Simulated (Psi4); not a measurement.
# wB97X-V/def2-SVP (core potential) run of InHCl2O (SMILES [OH][In]([Cl])[Cl])

Aim: the vertical ionisation energy of InHCl2O at wB97X-V/def2-SVP (core potential), from 2 runs. 

The results are computed with Psi4 1.11.

5 further runs of the same task are left out: 2 that didn't finish, 3 set aside as unsound or not needed. Runs told in other sessions of the task aren't counted.

## Step 1: Starting point

The species is InHCl2O (5 atoms), meant as a singlet with charge 0. As SMILES, `[OH][In]([Cl])[Cl]`. Geometry: relaxed at PBE0-D4/def2-TZVP.

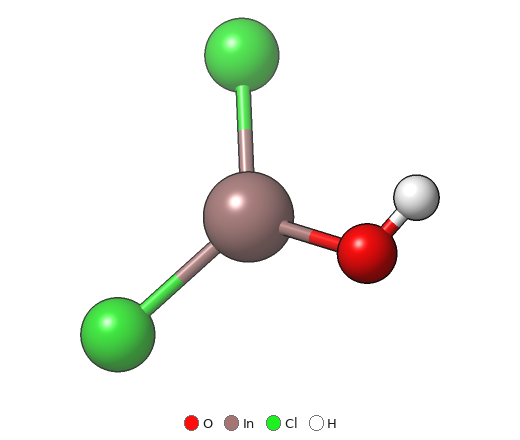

Viewed from a chosen angle; oxygen red, indium brown, chlorine green, hydrogen white.

## Step 2: The energy at wB97X-V/def2-SVP (core potential)

cl2hino.xyz

```xyz
5
Cl2HInO
O     -0.347800     1.510200    -0.137200
In    -0.087900    -0.432900    -0.100800
Cl     1.722600    -1.320600     1.019900
Cl    -1.580600    -1.801600    -1.170600
H      0.343600     1.971200     0.347200
```

cl2hino_ase.py

```python
import numpy as np
from ase.calculators.psi4 import Psi4
from ase.io import read

mol = read('cl2hino.xyz')
calc = Psi4(atoms=mol, method='wb97x-v', basis='def2-SVP', memory='2200MB', num_threads=1, charge=0, multiplicity=1, label='cl2hino', reference='rks')
calc.psi4.set_options({'puream': True, 'e_convergence': 1e-09, 'd_convergence': 1e-08, 'scf_type': 'pk', 'dft_radial_points': 99, 'dft_spherical_points': 590})
mol.calc = calc

print(f'energy: {mol.get_potential_energy():.6f} eV')
```

The run is started by

```bash
$ python cl2hino_ase.py
```

cl2hino.dat:

```text
[...]
    !!!  WARNING: ECP capability is in beta. Please check occupations closely.  !!!
[...]
  Running in c1 symmetry.
[...]
  Nuclear repulsion =  300.404504641019855
[...]
  Multiplicity = 1
[...]
  Nalpha       = 32
  Nbeta        = 32
[...]
    Number of basis functions: 81
[...]
   @RKS iter   1: -1185.71570415592009   -1.36188e+00   8.60114e-03 DIIS/ADIIS
[...]
   @RKS iter  12: -1185.93176363430553   -1.27329e-11   7.47169e-09 DIIS
[...]
    Orbital Energies [Eh]
    ---------------------
    Doubly Occupied:
       1A   -101.492633     2A   -101.490834     3A    -19.229400
       4A     -9.556414     5A     -9.554491     6A     -7.316389
       7A     -7.314262     8A     -7.309690     9A     -7.309121
      10A     -7.307862    11A     -7.307375    12A     -4.841469
      13A     -3.256820    14A     -3.249442    15A     -3.246277
      16A     -1.102223    17A     -0.976622    18A     -0.972922
      19A     -0.941217    20A     -0.938655    21A     -0.930328
      22A     -0.906195    23A     -0.896143    24A     -0.601010
      25A     -0.533871    26A     -0.472984    27A     -0.451488
      28A     -0.450366    29A     -0.428190    30A     -0.424059
      31A     -0.422333    32A     -0.420854
[...]
  @RKS Final Energy: -1185.93176363430553
   => Energetics <=
    Nuclear Repulsion Energy =            300.4045046410198552
    One-Electron Energy =               -2308.7857889481092570
    Two-Electron Energy =                 882.7429882877808041
    DFT Exchange-Correlation Energy =     -60.5505665930812071
    Empirical Dispersion Energy =           0.0000000000000000
    VV10 Nonlocal Energy =                  0.2570989780842173
    Total Energy =                      -1185.9317636343055256
[...]
 Multipole Moments:
 ------------------------------------------------------------------------------------
     Multipole            Electronic (a.u.)      Nuclear  (a.u.)        Total (a.u.)
 ------------------------------------------------------------------------------------
 L = 1.  Multiply by 2.5417464519 to convert [e a0] to [Debye]
 Dipole X            :         -2.3382560            2.6672025            0.3289465
 Dipole Y            :         11.8091742          -11.3653844            0.4437898
 Dipole Z            :         -0.6961644            0.9433069            0.2471425
 Magnitude           :                                                    0.6051732
[...]
```

The script printed:

```text
energy: -32270.847019 eV
```

Run time: 33 s. Hardware: 1 thread of Intel Xeon 6975P-C (Granite Rapids), shared host; peak memory 0.8 GiB.

## Step 3: The doublet cation, same level

job.json

```json
{
  "schema_name": "qcschema_input",
  "schema_version": 1,
  "molecule": {
    "schema_name": "qcschema_molecule",
    "schema_version": 2,
    "symbols": ["O", "In", "Cl", "Cl", "H"],
    "geometry": [-0.65724675, 2.85386439, -0.25927042, -0.16610693, -0.81806244, -0.19048439, 3.25524222, -2.49557232, 1.92733167, -2.98690111, -3.40453059, -2.2121134, 0.6493099, 3.72502814, 0.65611291],
    "molecular_charge": 1,
    "molecular_multiplicity": 2,
    "fix_symmetry": "c1"
  },
  "driver": "energy",
  "model": {
    "method": "wb97x-v",
    "basis": "def2-SVP"
  },
  "keywords": {
    "reference": "uks",
    "puream": true,
    "e_convergence": 1e-09,
    "d_convergence": 1e-08,
    "scf_type": "pk",
    "dft_radial_points": 99,
    "dft_spherical_points": 590,
    "maxiter": 100
  }
}
```

The run is started by

```bash
$ psi4 --qcschema job.json -n 1 --memory 2200MB
```

stdout:

```text
[...]
    !!!  WARNING: ECP capability is in beta. Please check occupations closely.  !!!
[...]
  Running in c1 symmetry.
[...]
  Nuclear repulsion =  300.404504918511520
[...]
  Multiplicity = 2
[...]
  Nalpha       = 32
  Nbeta        = 31
[...]
    Number of basis functions: 81
[...]
   @UKS iter   1: -1185.29303498649779   -9.31264e-01   8.18763e-03 ADIIS/DIIS
[...]
   @UKS iter  62: -1185.49683161862617   -2.06910e-11   8.19146e-09 DIIS
[...]
   @S^2 Observed:                7.708484996E-01
[...]
    Orbital Energies [Eh]
    ---------------------
    Alpha Occupied:
       1A   -101.779962     2A   -101.766050     3A    -19.412635
       4A     -9.842236     5A     -9.828400     6A     -7.606893
       7A     -7.596886     8A     -7.592964     9A     -7.592022
      10A     -7.582559    11A     -7.578549    12A     -5.062290
      13A     -3.475118    14A     -3.472234    15A     -3.467030
      16A     -1.283966    17A     -1.233446    18A     -1.222177
      19A     -1.160929    20A     -1.156406    21A     -1.147311
      22A     -1.143021    23A     -1.136808    24A     -0.806013
      25A     -0.755739    26A     -0.720247    27A     -0.708264
      28A     -0.700939    29A     -0.694544    30A     -0.678392
      31A     -0.622452    32A     -0.603911
[...]
  @UKS Final Energy: -1185.49683161862617
   => Energetics <=
    Nuclear Repulsion Energy =            300.4045049185115204
    One-Electron Energy =               -2293.4156471589471948
    Two-Electron Energy =                 867.6107144986260664
    DFT Exchange-Correlation Energy =     -60.3509084675780940
    Empirical Dispersion Energy =           0.0000000000000000
    VV10 Nonlocal Energy =                  0.2545045907614887
    Total Energy =                      -1185.4968316186261745
  UHF NO Occupations:
  HONO-2 :   30  A 1.9997404
  HONO-1 :   31  A 1.9901033
[...]
 Multipole Moments:
 ------------------------------------------------------------------------------------
     Multipole            Electronic (a.u.)      Nuclear  (a.u.)        Total (a.u.)
 ------------------------------------------------------------------------------------
 L = 1.  Multiply by 2.5417464519 to convert [e a0] to [Debye]
 Dipole X            :         -2.2907332            2.6672026            0.3764694
 Dipole Y            :         10.8756798          -11.3653844           -0.4897046
 Dipole Z            :         -0.7298557            0.9433068            0.2134511
 Magnitude           :                                                    0.6535298
[...]
```

The result, in JSON:

```text
{
 "driver": "energy",
 "model": {
  "method": "wb97x-v",
  "basis": "def2-SVP"
 },
 "success": true,
 "return_result": -1185.4968316186262,
 "properties": {
  "calcinfo_nbasis": 81,
  "calcinfo_nmo": 81,
  "calcinfo_nalpha": 32,
  "calcinfo_nbeta": 31,
  "calcinfo_natom": 5,
  "nuclear_repulsion_energy": 300.4045049185115,
  "return_energy": -1185.4968316186262,
  "scf_one_electron_energy": -2293.415647158947,
  "scf_two_electron_energy": 867.6107144986261,
  "scf_vv10_energy": 0.2545045907614887,
  "scf_xc_energy": -60.350908467578094,
  "scf_dipole_moment": [0.3764693833758943, -0.4897046334135151, 0.2134511178648426],
  "scf_total_energy": -1185.4968316186262,
  "scf_iterations": 62
 }
}
```

It took 2.7 min on 1 thread of Intel Xeon 6975P-C (Granite Rapids), shared host; peak memory 0.79 GiB.

## Step 4: What came out

At wB97X-V/def2-SVP (core potential):

| quantity | value |
| --- | --- |
| singlet InHCl2O: total energy | -1185.93176 Eh |
| singlet InHCl2O: dipole moment | 1.54 D |
| singlet InHCl2O: HOMO energy | -11.45 eV |
| singlet InHCl2O: LUMO energy | -0.24 eV |
| singlet InHCl2O: HOMO–LUMO gap | 11.21 eV |
| doublet cation: total energy | -1185.49683 Eh |
| doublet cation: HOMO energy (highest over α and β) | -16.43 eV |
| doublet cation: LUMO energy (lowest over α and β) | -12.11 eV |
| doublet cation: ⟨S²⟩ | 0.771 |
| vertical ionisation energy (to the doublet cation) | 11.835 eV |

**Reading.** Removing an electron at fixed nuclei costs 11.84 eV (273 kcal/mol). −ε(HOMO) before ionisation, 11.45 eV, is 0.38 eV below this ionisation energy.
